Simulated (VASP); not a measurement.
Data:

```yaml
crystal:
  lattice:
    - [1.22354, -2.11923, 0.00000]
    - [1.22354, 2.11923, 0.00000]
    - [0.00000, 0.00000, 4.00817]
  atoms:
    - { symbol: Co, position: [0.33333, 0.66667, 0.25000], spin: 1.7 }
    - { symbol: Co, position: [0.66667, 0.33333, 0.75000], spin: 1.7 }
```

The numbers are results of SCAN meta-GGA, VASP's PBE PAW potentials (set 64) (plane waves; VASP), not measurements. Settings: 520 eV cut-off, 19×19×10 Γ-centred mesh, tetrahedra with Blöchl corrections, potentials Co.

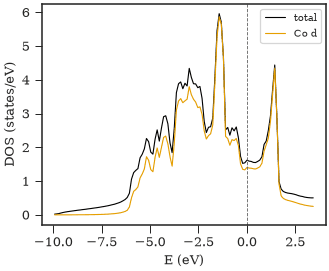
Total and projected density of states, zero at the Fermi level

Within 2 eV below the Fermi level the largest weight inside VASP's projection spheres is Co d.

It has no gap at this level: it comes out as a metal or semimetal.

The compound is Co in the hcp structure. It was relaxed first, which changed the volume by -6 %.
